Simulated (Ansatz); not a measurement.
# W2N monolayer: phonons and vibrational spectra, part 2 of 2

Wanted: vibrations and spectra of W2N monolayer; the cell is already relaxed. After the zone centre comes a 6×6×1 q mesh on a 18×18×1 k mesh.

Ansatz 0.2.0; DFT PBEsol, scalar-relativistic, plane waves, PAW; PAW set soft_1.

So far. Step 2 (Zone-centre response): Before it was imposed, the acoustic sum rule was missed by 6.3e-5 eV/Å². Small misses are needed for a sound result but don't prove that mesh and cutoff are converged. The lowest optical mode is real, 93.1 cm⁻¹.

## Step 3: Response at finite wavevector (continued)

The phonon density of states has structure finer than the step of the table below, so its rows give means over 50 cm⁻¹, whole bins alone (the curve runs from -85 to 615 cm⁻¹). Peaks (cm⁻¹: height): -55.0: 0.0112, 145.0: 0.0583, 175.0: 0.0515, 195.0: 0.0396, 395.0: 0.0139, 505.0: 0.0399, 565.0: 0.0273.

Tetrahedra on a 30×30×1 mesh, mean over bins of 10 cm-1. Interpolated from a 6×6×1 q mesh. Phonon density of states against wavenumber; means over each step:

```
wavenumber (cm⁻¹)  phonon density of states (1/cm⁻¹/cell)
              -50                                 0.00752
                0                                 0.00357
               50                                  0.0119
              100                                  0.0325
              150                                  0.0443
              200                                  0.0192
              250                                       0
              300                                 0.00454
              350                                 0.00867
              400                                 0.00962
              450                                 0.00519
              500                                  0.0120
              550                                 0.00955
```

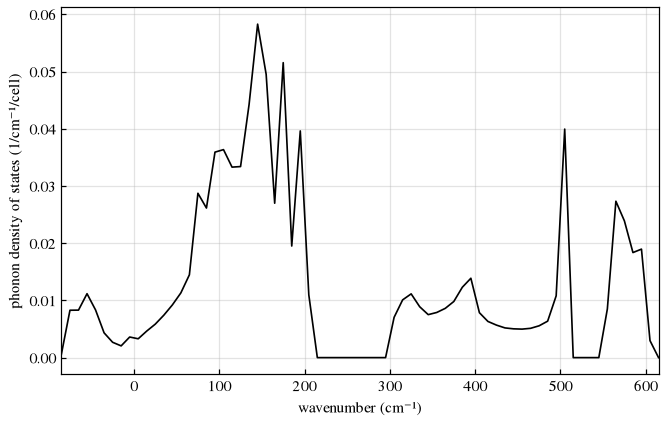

Phonon density of states against wavenumber.

The partial phonon density of states has structure finer than the step of the table below, so its rows give means over 50 cm⁻¹, whole bins alone (the curve runs from -90.1 to 637 cm⁻¹). Peaks (cm⁻¹: height): N 330.6: 0.0118, 390.1: 0.0134, 504.4: 0.0296, 568.5: 0.0268; W -53.6: 0.0109, 147.7: 0.0597, 175.1: 0.0439, 198.0: 0.0323.

Phonopy on the run's constants, 21x21x1 mesh, Gaussian sigma 5.2 cm-1. Interpolated from a 6×6×1 q mesh. Table of partial phonon density of states by wavenumber; means over each step; values in 1/cm⁻¹/cell:

```
wavenumber (cm⁻¹)        N        W
              -50   7.0e-4  0.00708
                0   1.9e-4  0.00289
               50   5.2e-4   0.0115
              100   8.4e-4   0.0318
              150   4.0e-4   0.0437
              200   8.2e-5   0.0193
              250        0   2.0e-7
              300  0.00428   1.3e-4
              350  0.00851   2.6e-4
              400  0.00932   3.7e-4
              450  0.00476   4.0e-4
              500   0.0110   9.6e-4
              550  0.00917   2.9e-4
              600   0.0101   4.1e-4
```

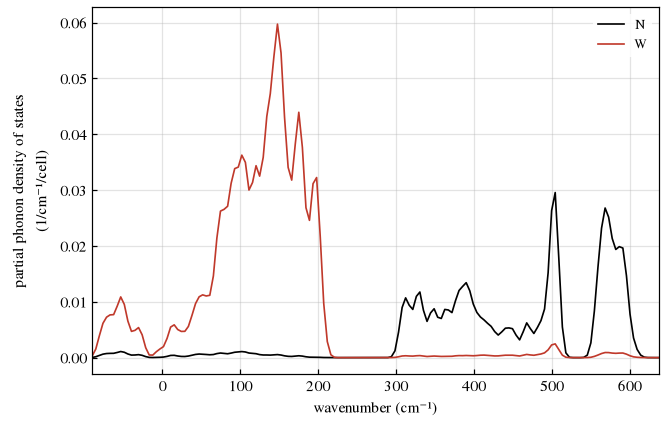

Partial phonon density of states against wavenumber.

Symmetry leaves 7 wavevectors to solve. The lowest mode among them, the acoustic zeros apart, lies at q = (0, -0.5, 0) and is imaginary, 81.2i cm⁻¹, so the energy falls along it.

## Step 4: Another isotope, element N, natural mass 14.007 amu

An isotope changes the mass and not the force constants, so no new electronic calculation is needed; the shifts show which modes move this element.

The same force constants with the mass of N changed from 14.007 to 15.000 u (phonopy, no LO-TO term). Both lists are sorted by frequency; levels can cross, so a row need not hold one and the same mode. Modes under 3 cm⁻¹ are left out. Isotope shifts, by row:

| q | rank | natural mass (cm⁻¹) | changed mass (cm⁻¹) |
| --- | --- | --- | --- |
| 0 0 0 | 4 | 93.08 | 93.08 |
| 0 0 0 | 5 | 93.08 | 93.08 |
| 0 0 0 | 6 | 148.2 | 148.2 |
| 0 0 0 | 7 | 332 | 321.2 |
| 0 0 0 | 8 | 332 | 321.2 |
| 0 0 0 | 9 | 608.8 | 589.1 |
| 0 0.1667 0 | 1 | 42.45 | 42.39 |
| 0 0.1667 0 | 2 | 68.06 | 68.01 |
| 0 0.1667 0 | 3 | 81.08 | 81.04 |
| 0 0.1667 0 | 4 | 89.32 | 89.27 |
| 0 0.1667 0 | 5 | 119 | 118.9 |
| 0 0.1667 0 | 6 | 146.8 | 146.7 |
| 0 0.1667 0 | 7 | 307 | 297.1 |
| 0 0.1667 0 | 8 | 351.3 | 340.1 |
| 0 0.1667 0 | 9 | 591.4 | 572.4 |
| 0 0.3333 0 | 1 | 47.4 | 47.27 |
| 0 0.3333 0 | 2 | 105.4 | 105.4 |
| 0 0.3333 0 | 3 | 117.8 | 117.7 |
| 0 0.3333 0 | 4 | 121.6 | 121.6 |
| 0 0.3333 0 | 5 | 166.1 | 166 |
| 0 0.3333 0 | 6 | 182.9 | 182.9 |
| 0 0.3333 0 | 7 | 353.4 | 341.7 |
| 0 0.3333 0 | 8 | 486.4 | 471.4 |
| 0 0.3333 0 | 9 | 570 | 551.4 |
| 0 -0.5 0 | 1 | -81.17 | -80.9 |
| 0 -0.5 0 | 2 | 135.6 | 135.6 |
| 0 -0.5 0 | 3 | 142.9 | 142.9 |
| 0 -0.5 0 | 4 | 163.8 | 163.8 |
| 0 -0.5 0 | 5 | 184.6 | 184.5 |
| 0 -0.5 0 | 6 | 206.8 | 206.8 |
| 0 -0.5 0 | 7 | 392.6 | 379.4 |
| 0 -0.5 0 | 8 | 503.7 | 487.6 |
| 0 -0.5 0 | 9 | 585 | 566.2 |

A mode of this element alone would shift by -3.37 %. The highest zone-centre frequency without the field goes from 608.8 to 589.1 cm⁻¹ (-3.2 %). The product of the frequency ratios over all optical modes at Γ is 0.906; the product rule, (m/m′)^(3k/2) (M′/M)^(3/2) with k = 1 such atoms and M the mass of the cell, gives 0.906.

## Step 5: Another isotope, element W, natural mass 183.84 amu

The same for W, from 183.84 to 185.95 u.

A mode of this element alone would shift by -0.57 %. The highest zone-centre frequency without the field goes from 608.8 to 608.7 cm⁻¹ (-0.0 %). The product of the frequency ratios over all optical modes at Γ is 0.982; the product rule, (m/m′)^(3k/2) (M′/M)^(3/2) with k = 2 such atoms and M the mass of the cell, gives 0.982.

## Step 6: Results

```yaml
space_group_within_0p01_a: P-3m1
area_per_atom: 2.19 Å²
electronic_character: no gap on this mesh
highest_optical_mode_at_the_zone_centre_no_lo_to_term: 609 cm⁻¹
lowest_optical_zone_centre_mode: 93.1 cm⁻¹
lowest_mode_on_the_q_mesh_acoustic_modes_at_gamma_apart: -81.2 cm⁻¹
highest_frequency_on_the_path_or_at_a_solved_wavevector: 609 cm⁻¹
imaginary_modes_on_the_6x6x1_q_mesh: yes
```

In words: Modes are clearly imaginary (beyond 10i cm⁻¹) at 2 of the 7 irreducible wavevectors, most at q = (0, -0.5, 0) (81.2i cm⁻¹), so this structure is not a minimum of the energy. The optical modes at Γ span 93 to 609 cm⁻¹. The highest mode in this list at Γ, 608.8 cm⁻¹, is mostly motion of N (96 % of the kinetic energy). With no gap, or one that is small against the smearing, the frequencies hang on the k mesh and the smearing, most of all near Kohn anomalies. The phonon runs are without spin polarisation, although the cell has an odd electron count. In a sheet or slab the interpolated bending branch near Γ is rough, since the rotational sum rule isn't imposed. Spin-orbit coupling is left out, which can matter for the heavy elements here. The PAW files were made for PBE and serve the other functionals too. A phonon run warned that its eigensolver left some bands unconverged in a pass. The starting cell was built on a prototype and not taken from a measurement. These are harmonic frequencies at zero temperature: anharmonic shifts, linewidths and thermal expansion are left out.

[Logs are printed without paths, hosts, clocks, repeated set-up lines and the standing remarks that a program may print on its own settings, such as how far it seeks lower states.]

[Hosts, paths, dates, database ids (printed as entryN), source tags and the programs' standing remarks are cut or masked in the printed files.]
